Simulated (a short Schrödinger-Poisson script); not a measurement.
Structure: symmetric double-gate stack, SiO2 on p-type Si(100), at 400 K.

| layer | material | thickness (nm) | Na (cm⁻³) |
|---|---|---|---|
| 1 | SiO2 | 3.5 | - |
| 2 | Si | 4 | 7e15 |
| 3 | SiO2 | 3.5 | - |

The device is made up for the run: typed textbook-type constants, with dimensions and the other settings drawn at random. SiO2: permittivity 3.9, conduction-band edge (eV) 3.15, gap (eV) 9, electron mass (mₑ) 0.5. Si: permittivity 11.7, conduction-band edge (eV) 0, gap (eV) 1.124, Nv at 300 K (cm⁻³) 3.1e19.

Channel valleys (confinement mass, in-plane density-of-states mass, number): Δ2 0.916, 0.19, 2; Δ4 0.19, 0.417, 4. At the gates, both at one voltage, the conduction-band edge of layer 1 lies 3.74 eV − eVg above the Fermi level of the channel. Gaps are held at their typed values at every temperature. Mesh 0.03 nm at interfaces.

Solved with a short Schrödinger-Poisson script written for these runs: 1D Poisson equation in equilibrium, electrons quantum, Hartree (BenDaniel-Duke, 12 states a valley, the channel's in-plane mass for all, wave functions free to enter the dielectric), parabolic valleys, classical holes, full ionisation, no traps, pinning or gate leakage.

Only gate voltages with over 1e8 electrons/cm² are shown.

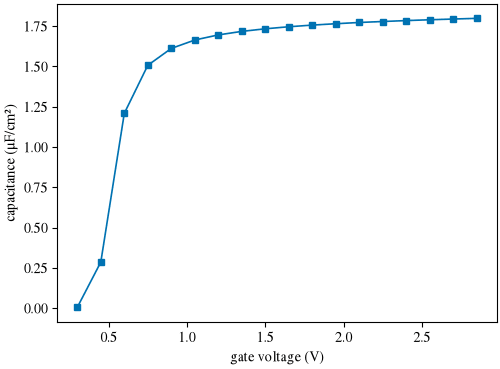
Fig. 1. Quasi-static capacitance against gate voltage

| Vg (V) | electrons (cm⁻²) | C (μF/cm²) | Δ2 E0 (meV) | Δ2 E1 (meV) | Δ4 E0 (meV) | Δ4 E1 (meV) |
|---|---|---|---|---|---|---|
| 0.3 | 1.13e9 | 0.00530 | 314.0 | 384.7 | 376.0 | 635.9 |
| 0.45 | 7.25e10 | 0.286 | 170.4 | 241.0 | 232.4 | 492.1 |
| 0.6 | 8.12e11 | 1.21 | 86.6 | 155.8 | 148.2 | 406.3 |
| 0.75 | 2.11e12 | 1.51 | 52.8 | 119.7 | 113.9 | 369.0 |
| 0.9 | 3.58e12 | 1.61 | 33.7 | 98.0 | 94.3 | 346.1 |
| 1.05 | 5.11e12 | 1.66 | 20.6 | 82.2 | 80.6 | 329.1 |
| 1.2 | 6.69e12 | 1.70 | 10.5 | 69.6 | 70.0 | 315.3 |
| 1.35 | 8.29e12 | 1.72 | 2.4 | 59.0 | 61.5 | 303.5 |
| 1.5 | 9.90e12 | 1.73 | -4.5 | 49.7 | 54.2 | 293.0 |
| 1.65 | 1.15e13 | 1.75 | -10.5 | 41.3 | 47.9 | 283.7 |
| 1.8 | 1.32e13 | 1.76 | -15.8 | 33.8 | 42.4 | 275.1 |
| 1.95 | 1.48e13 | 1.77 | -20.6 | 26.8 | 37.4 | 267.1 |
| 2.1 | 1.65e13 | 1.77 | -25.0 | 20.3 | 32.9 | 259.8 |
| 2.25 | 1.81e13 | 1.78 | -29.1 | 14.3 | 28.8 | 252.8 |
| 2.4 | 1.98e13 | 1.78 | -32.9 | 8.5 | 25.0 | 246.2 |
| 2.55 | 2.15e13 | 1.79 | -36.5 | 3.1 | 21.4 | 240.0 |
| 2.7 | 2.32e13 | 1.79 | -39.9 | -2.1 | 18.1 | 234.1 |
| 2.85 | 2.48e13 | 1.80 | -43.2 | -7.0 | 15.0 | 228.4 |

Subbands count from the Fermi level. The capacitance is that of both gates.
